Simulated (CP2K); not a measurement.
Imidazole monohydrate has these distinct N atoms: N3 (bonded to 2 C and H) and N5 (bonded to 2 C, takes 1 H bond).

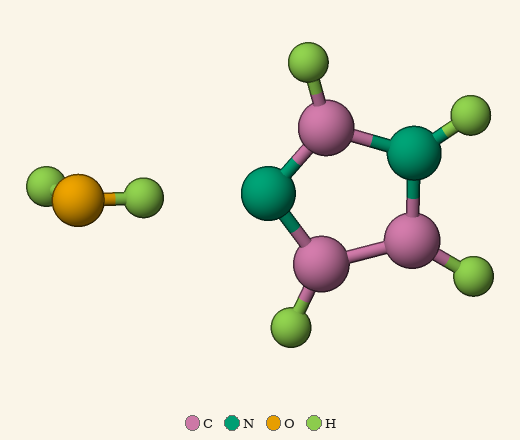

The molecule (carbon pink, nitrogen teal, oxygen orange, hydrogen green).

```xyz
12

C    -0.5615   -0.8729   -0.5400
C    -0.2508   -0.4372   -1.8082
N     0.4735    0.7263   -1.6243
C     0.5760    0.9434   -0.2768
N    -0.0461   -0.0065    0.4068
O     0.1123   -0.4425    3.2390
H    -1.1140   -1.7598   -0.2504
H    -0.4707   -0.8293   -2.7934
H     0.8694    1.3047   -2.3572
H     1.1121    1.7854    0.1474
H    -0.7333   -0.1266    3.5947
H     0.0330   -0.2851    2.2623
```

Their partial N K spectra (CP2K XAS_TDP, all-electron GAPW, PBEh(45%), aug-cc-pVDZ, TDA, GW2X-corrected core level, no relativity) are given in random order, each times the number of alike atoms.

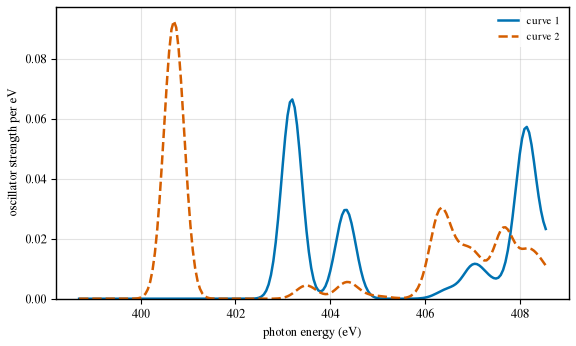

Gaussian full width 0.5 eV, oscillator strength per eV, alike atoms added, rows of zeros left out.

Which curve belongs to which atom?

Curve 1: N3 (bonded to 2 C and H), leading line at 403.19 eV (f = 0.035 an atom), ionisation energy 407.59 eV, term value 4.40 eV. Curve 2: N5 (bonded to 2 C, takes 1 H bond), leading line at 400.70 eV (f = 0.049 an atom), ionisation energy 405.46 eV, term value 4.76 eV. The leading line of an atom is its first one with 35 % of the strongest within 2.5 eV of its lowest line over the strength cut. A line lies at the core ionisation energy, which rises as an atom loses charge to its neighbours or to a π system, less the term value, which is large for a low π* or σ* orbital with weight on that atom.

[Banner, clock and machine lines of the logs are left out without a mark of their own.]

[Logs are printed without paths, hosts, clocks, repeated set-up lines and the standing remarks that a program may print on its own settings, such as how far it seeks lower states.]

[Hosts, paths, dates, database ids (printed as entryN), source tags and the programs' standing remarks are cut or masked in the printed files.]
